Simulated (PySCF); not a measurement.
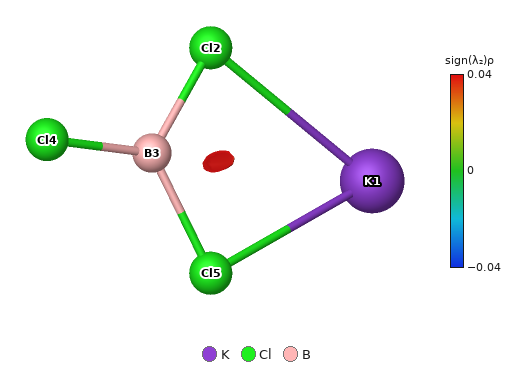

BCl₃K, charge +1, SMILES `[K+].ClB(Cl)Cl`. Non-covalent interaction surfaces between the fragments (reduced density gradient s = 0.5, coloured by sign(λ₂)ρ in a.u.; trimmed to the region between the fragments where ρ is under 0.06 a.u.). Fragment A: K(+1) (atom 1); fragment B: BCl3.

Level of theory: BP86/def2-SVPD (PySCF), at a geometry from GFN2-xTB. GFN2-xTB bond lengths at metals and heavier atoms can be off by up to 0.1 Å and shapes distorted, which carries into these values.

Q: Which interactions hold the two fragments together?

A: Bond critical points between the fragments: K1···Cl2, 2.97 Å, ρ = 0.018 a.u.; K1···Cl5, 2.97 Å, ρ = 0.018 a.u. The strongest appears blue-green. Several contacts close a ring, whose ring point adds a part with positive λ₂ between them. The pose is a local one from a semi-empirical search, not shown to be the most stable. With a charged fragment, long-range electrostatics, which these surfaces don't show, weighs heavily in the interaction energy.

Q: How strongly are they bound?

A: The counterpoise-corrected interaction energy of the frozen fragments is −5.7 kcal/mol without dispersion correction and −9.1 kcal/mol with D3(BJ). D3 uses neutral-atom coefficients and tends to overbind metal cations. The pair geometry is semi-empirical, not a minimum at this level.
